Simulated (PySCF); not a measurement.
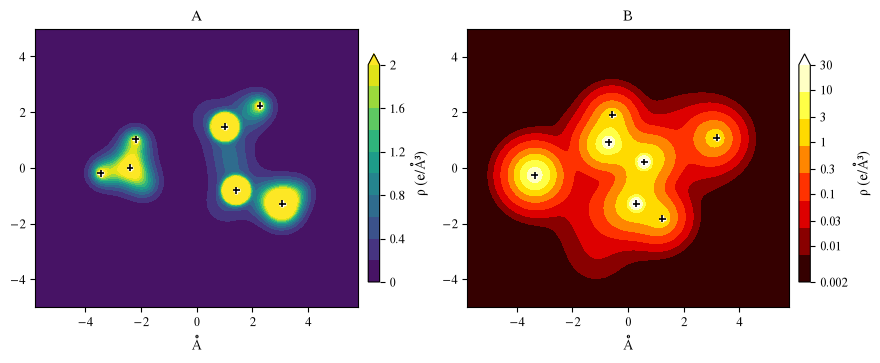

The electron density of 2 systems, each on a plane through atoms (crosses mark nuclei in the plane).

Theory: PBE0/pcSseg-1, SCF density, gas phase, non-relativistic in PySCF.

System 1: C₄H₁₂FNSi₂, the plane of atoms N4, C3 and C5. Geometry: GFN2-xTB.

```json
{"atom": "C", "x (Å)": "-3.2162", "y (Å)": "0.0083", "z (Å)": "0.7861"}
{"atom": "C", "x (Å)": "-1.9650", "y (Å)": "0.4063", "z (Å)": "0.9186"}
{"atom": "C", "x (Å)": "-0.8335", "y (Å)": "-0.0195", "z (Å)": "0.0248"}
{"atom": "N", "x (Å)": "-0.0809", "y (Å)": "1.1107", "z (Å)": "-0.5142"}
{"atom": "C", "x (Å)": "0.1405", "y (Å)": "-0.9146", "z (Å)": "0.7911"}
{"atom": "Si", "x (Å)": "1.6412", "y (Å)": "-1.3400", "z (Å)": "-0.3102"}
{"atom": "Si", "x (Å)": "2.6131", "y (Å)": "0.5458", "z (Å)": "-1.1993"}
{"atom": "F", "x (Å)": "2.7270", "y (Å)": "1.7122", "z (Å)": "-0.0793"}
{"atom": "H", "x (Å)": "-3.5122", "y (Å)": "-0.6632", "z (Å)": "-0.0034"}
{"atom": "H", "x (Å)": "-3.9947", "y (Å)": "0.3250", "z (Å)": "1.4594"}
{"atom": "H", "x (Å)": "-1.6823", "y (Å)": "1.0783", "z (Å)": "1.7208"}
{"atom": "H", "x (Å)": "-1.2343", "y (Å)": "-0.5792", "z (Å)": "-0.8281"}
{"atom": "H", "x (Å)": "0.2321", "y (Å)": "1.7101", "z (Å)": "0.2431"}
{"atom": "H", "x (Å)": "-0.6576", "y (Å)": "1.6719", "z (Å)": "-1.1316"}
{"atom": "H", "x (Å)": "0.4698", "y (Å)": "-0.3893", "z (Å)": "1.6901"}
{"atom": "H", "x (Å)": "-0.3836", "y (Å)": "-1.8108", "z (Å)": "1.1233"}
{"atom": "H", "x (Å)": "1.1556", "y (Å)": "-2.2382", "z (Å)": "-1.3711"}
{"atom": "H", "x (Å)": "2.5301", "y (Å)": "-2.1657", "z (Å)": "0.5272"}
{"atom": "H", "x (Å)": "4.0356", "y (Å)": "0.3408", "z (Å)": "-1.5099"}
{"atom": "H", "x (Å)": "2.0103", "y (Å)": "1.2218", "z (Å)": "-2.3404"}
```

System 2: C₄H₁₂N₂OSi₂, the plane of atoms Si7, Si9 and H21. Geometry: GFN2-xTB.

```yaml
atoms:
  - { symbol: C, position_ang: [2.0927, -1.4546, 0.0917] }
  - { symbol: N, position_ang: [2.3917, -0.1663, 0.6299] }
  - { symbol: C, position_ang: [1.9800, 0.9228, 0.1678] }
  - { symbol: C, position_ang: [1.0879, 1.2024, -1.0151] }
  - { symbol: C, position_ang: [-0.2994, 1.4570, -0.4614] }
  - { symbol: O, position_ang: [-0.6322, 2.5610, -0.0887] }
  - { symbol: Si, position_ang: [-1.5117, -0.0185, -0.2674] }
  - { symbol: N, position_ang: [-3.0156, 0.7912, -0.4721] }
  - { symbol: Si, position_ang: [-1.2242, -1.1435, 1.7380] }
  - { symbol: H, position_ang: [3.0251, -1.8794, -0.2849] }
  - { symbol: H, position_ang: [1.7571, -2.0817, 0.9181] }
  - { symbol: H, position_ang: [1.3358, -1.4740, -0.7005] }
  - { symbol: H, position_ang: [2.2905, 1.8100, 0.7107] }
  - { symbol: H, position_ang: [1.4511, 2.1042, -1.5094] }
  - { symbol: H, position_ang: [1.0663, 0.3676, -1.7130] }
  - { symbol: H, position_ang: [-1.3248, -0.8486, -1.4751] }
  - { symbol: H, position_ang: [-3.0361, 1.7887, -0.3261] }
  - { symbol: H, position_ang: [-3.8840, 0.3716, -0.1866] }
  - { symbol: H, position_ang: [-1.0104, -2.5770, 1.5041] }
  - { symbol: H, position_ang: [-0.1116, -0.6575, 2.5560] }
  - { symbol: H, position_ang: [-2.4370, -1.0582, 2.5625] }
```

> Which map belongs to which system?

Panel A is system 2, C₄H₁₂N₂OSi₂: the plane holds C, Si, N and H. Panel B is system 1, C₄H₁₂FNSi₂: the plane holds C, N, F and H. C–N (1.46 Å): ρ at the midpoint is about 1.9 e/Å³.
